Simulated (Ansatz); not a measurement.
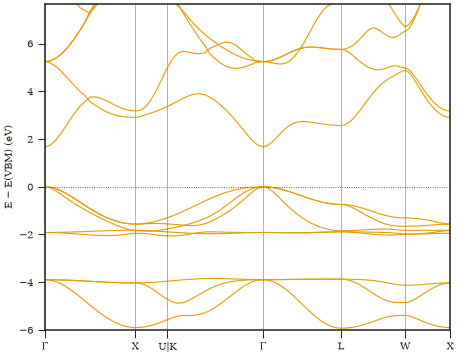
Figure: Band structure from r²SCAN (plane waves, PAW; program Ansatz)

Question: Read off the gap and where the band edges lie.

Answer: About 1.7 eV (1.67 eV by a search for the band edges); maximum at Γ, minimum at Γ.

Question: Pick the material that matches.
(A) MgSe, rock salt
(B) CdS, rock salt
(C) GaN, zinc blende
(D) CuI, zinc blende

Answer: D, CuI, zinc blende

Space group F-43m (zinc blende). The cell was relaxed with r²SCAN under the symmetry of its start. No spin polarisation was allowed. Scalar-relativistic: spin–orbit coupling is off unless named, which matters more the heavier the elements.

Potentials: the later of the program's two PAW sets.
